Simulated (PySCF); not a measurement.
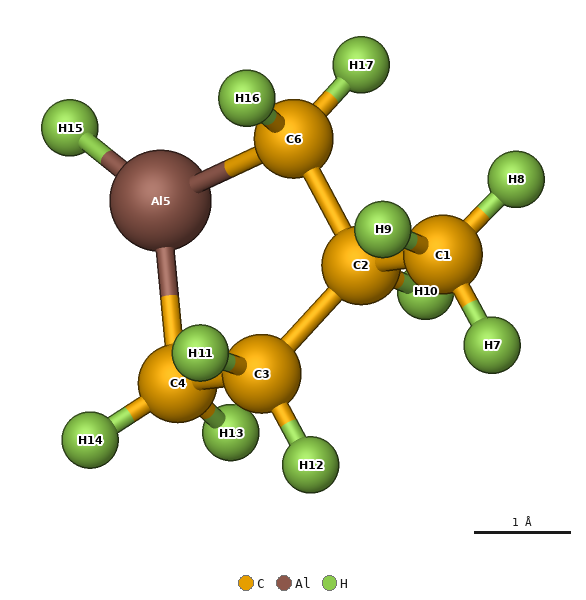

Figure 1. The structure (ball-and-stick view, seen at a tilt; atoms are numbered from 1 in the order of the input). Sticks mark near contacts. Bond lengths as drawn: Al–C 1.97 Å, Al–H 1.59 Å, C–C 1.52 to 1.54 Å and C–H 1.10 to 1.11 Å.

# What a change does: NMR shielding calculation on C$_{5}$H$_{11}$Al

System: C$_{5}$H$_{11}$Al.
Method of run 1: GIAO PBE0/pcSseg-1 NMR shielding, non-relativistic, IEF-PCM water (PySCF 2.14.0).

The geometry comes from this level: PBE0-D3(BJ)/def2-SVP. Text and figures count atoms from 1; the logs count them from 0 in places.

**Input, run 1**
```
{"job": {"kind": "nmr", "xc": "PBE0", "basis": "pcSseg-1", "solvent": "water", "pop": false}, "charge": 0, "multiplicity": 1}
C     -2.042524    -0.255052    -0.422707
C     -0.530379    -0.125843    -0.542292
C      0.005893     1.082274     0.250804
C      1.537101     1.199615     0.148047
Al     2.041295    -0.702337     0.154326
C      0.226356    -1.404594    -0.121247
H     -2.558178     0.660266    -0.756564
H     -2.421083    -1.095970    -1.023798
H     -2.332487    -0.438942     0.625597
H     -0.292196     0.066438    -1.607914
H     -0.282789     0.943854     1.310749
H     -0.508427     2.001543    -0.081674
H      1.820521     1.643770    -0.826565
H      1.968908     1.862693     0.913758
H      3.449386    -1.429494     0.317621
H     -0.172386    -1.758932     0.852058
H      0.075610    -2.237697    -0.825986
```

The first line tells a small driver script what to run in PySCF; the rest is the geometry in Å.

Launched with:
```bash
OMP_NUM_THREADS=1 python <driver script> task.json out
```

Hardware: 1 CPU thread, shared host.

**Output (run 1)**
```
coarse grid: 13880 points
cycle   1  E = -439.0732195651  dE =  3.691e-01  |g| = 5.186e-01  |ddm| = 3.539e+00
cycle   2  E = -439.0338316193  dE =  3.939e-02  |g| = 6.461e-01  |ddm| = 1.069e+00
cycle   3  E = -439.1485428909  dE = -1.147e-01  |g| = 4.270e-02  |ddm| = 6.379e-01
cycle   4  E = -439.1488830563  dE = -3.402e-04  |g| = 2.261e-02  |ddm| = 5.741e-02
cycle   5  E = -439.1490022976  dE = -1.192e-04  |g| = 3.520e-03  |ddm| = 1.916e-02
cycle   6  E = -439.1490051483  dE = -2.851e-06  |g| = 6.111e-04  |ddm| = 3.719e-03
final grid: 127024 points
cycle   7  E = -439.1859552479  dE = -2.975e-05  |g| = 8.111e-03  |ddm| = 2.743e-02
cycle   8  E = -439.1859448031  dE =  1.044e-05  |g| = 1.028e-02  |ddm| = 1.665e-02
cycle   9  E = -439.1859731723  dE = -2.837e-05  |g| = 4.897e-04  |ddm| = 9.290e-03
cycle  10  E = -439.1859732178  dE = -4.556e-08  |g| = 1.731e-04  |ddm| = 4.948e-04
cycle  11  E = -439.1859732250  dE = -7.158e-09  |g| = 3.013e-05  |ddm| = 1.560e-04
cycle  12  E = -439.1859732251  dE = -1.814e-10  |g| = 5.841e-06  |ddm| = 3.112e-05
converged SCF energy = -439.1859732251

GIAO shielding tensors (ppm)
atom      isotropic    diamagn.    paramagn.     s11        s22        s33       span
  0 C      157.459     245.742     -88.283    140.275    146.122    185.980     45.705
  1 C      146.733     247.412    -100.679    136.876    144.192    159.131     22.255
  2 C      146.491     248.645    -102.154    128.120    144.139    167.213     39.093
  3 C      172.214     249.559     -77.344    158.999    171.120    186.523     27.524
  4 Al     261.872     794.756    -532.884    213.896    251.340    320.380    106.483
  5 C      164.410     249.987     -85.577    152.527    156.084    184.619     32.092
  6 H       29.927      29.345       0.582     25.299     27.549     36.932     11.632
  7 H       29.897      29.145       0.753     25.536     27.653     36.503     10.966
  8 H       30.595      29.947       0.648     27.547     28.449     35.789      8.242
  9 H       29.993      32.727      -2.734     26.865     28.068     35.045      8.179
 10 H       30.538      32.250      -1.712     26.032     30.352     35.229      9.197
 11 H       29.269      31.692      -2.423     23.746     29.216     34.844     11.098
 12 H       31.207      29.840       1.367     26.323     28.752     38.547     12.224
 13 H       30.647      29.234       1.413     25.741     28.320     37.881     12.140
 14 H       25.917      28.299      -2.382     23.171     23.673     30.907      7.735
 15 H       31.768      30.961       0.807     27.778     29.621     37.904     10.126
 16 H       30.695      30.532       0.163     26.449     28.583     37.052     10.603
```

For run 2 the input was changed thus:
```diff
-"solvent": "water"
-"pop": false
+"solvent": "methanol"
+"pop": true
```

What does this change do to the results?

The total energy of run 2 is 0.10 kcal/mol higher: the change of the electrostatic solvation energy at this fixed geometry, without cavity or dispersion terms. Of all shieldings, the largest change is that of Al5, by −0.7 ppm. The number of SCF iterations is the same.

**Output (run 2)**
```
coarse grid: 13880 points
cycle   1  E = -439.0730219662  dE =  3.693e-01  |g| = 5.187e-01  |ddm| = 3.539e+00
cycle   2  E = -439.0333550631  dE =  3.967e-02  |g| = 6.469e-01  |ddm| = 1.070e+00
cycle   3  E = -439.1483784748  dE = -1.150e-01  |g| = 4.295e-02  |ddm| = 6.395e-01
cycle   4  E = -439.1487235859  dE = -3.451e-04  |g| = 2.265e-02  |ddm| = 5.779e-02
cycle   5  E = -439.1488431589  dE = -1.196e-04  |g| = 3.536e-03  |ddm| = 1.919e-02
cycle   6  E = -439.1488460337  dE = -2.875e-06  |g| = 6.166e-04  |ddm| = 3.719e-03
final grid: 127024 points
cycle   7  E = -439.1857964147  dE = -2.974e-05  |g| = 8.114e-03  |ddm| = 2.744e-02
cycle   8  E = -439.1857859004  dE =  1.051e-05  |g| = 1.029e-02  |ddm| = 1.667e-02
cycle   9  E = -439.1858143464  dE = -2.845e-05  |g| = 4.922e-04  |ddm| = 9.313e-03
cycle  10  E = -439.1858143925  dE = -4.611e-08  |g| = 1.732e-04  |ddm| = 4.978e-04
cycle  11  E = -439.1858143997  dE = -7.152e-09  |g| = 3.014e-05  |ddm| = 1.557e-04
cycle  12  E = -439.1858143999  dE = -1.818e-10  |g| = 5.869e-06  |ddm| = 3.100e-05
converged SCF energy = -439.1858143999

GIAO shielding tensors (ppm)
atom      isotropic    diamagn.    paramagn.     s11        s22        s33       span
  0 C      157.438     245.719     -88.281    140.259    146.111    185.944     45.685
  1 C      146.703     247.425    -100.721    136.864    144.130    159.115     22.251
  2 C      146.460     248.641    -102.181    128.102    144.097    167.180     39.078
  3 C      172.142     249.555     -77.413    158.935    171.022    186.470     27.535
  4 Al     261.142     794.775    -533.633    212.939    250.159    320.327    107.388
  5 C      164.345     249.976     -85.632    152.476    156.006    184.552     32.075
  6 H       29.926      29.341       0.585     25.299     27.549     36.930     11.631
  7 H       29.895      29.140       0.756     25.534     27.652     36.500     10.966
  8 H       30.595      29.943       0.652     27.547     28.449     35.790      8.243
  9 H       29.996      32.729      -2.732     26.871     28.071     35.047      8.176
 10 H       30.541      32.250      -1.709     26.035     30.356     35.232      9.197
 11 H       29.264      31.686      -2.422     23.743     29.210     34.839     11.096
 12 H       31.208      29.840       1.368     26.323     28.755     38.546     12.223
 13 H       30.641      29.232       1.409     25.735     28.317     37.872     12.136
 14 H       25.901      28.286      -2.385     23.157     23.660     30.888      7.731
 15 H       31.770      30.960       0.810     27.779     29.625     37.905     10.125
 16 H       30.689      30.529       0.160     26.443     28.580     37.043     10.600
```

**The two runs side by side**

```csv
quantity,run 1,run 2
outcome,converged,converged
total energy (hartree),−439.185973,−439.185814
HOMO (eV),−6.85,−6.85
LUMO (eV),−0.52,−0.53
dipole moment (D),0.07,0.07
shielding of C1 (ppm),157.5,157.4
shielding of C2 (ppm),146.7,146.7
shielding of C3 (ppm),146.5,146.5
shielding of C4 (ppm),172.2,172.1
shielding of Al5 (ppm),261.9,261.1
shielding of C6 (ppm),164.4,164.3
shielding of H15 (ppm),25.9,25.9
SCF iterations,12,12
basis functions,164,164
wall time (shared host),55 s,62 s
```
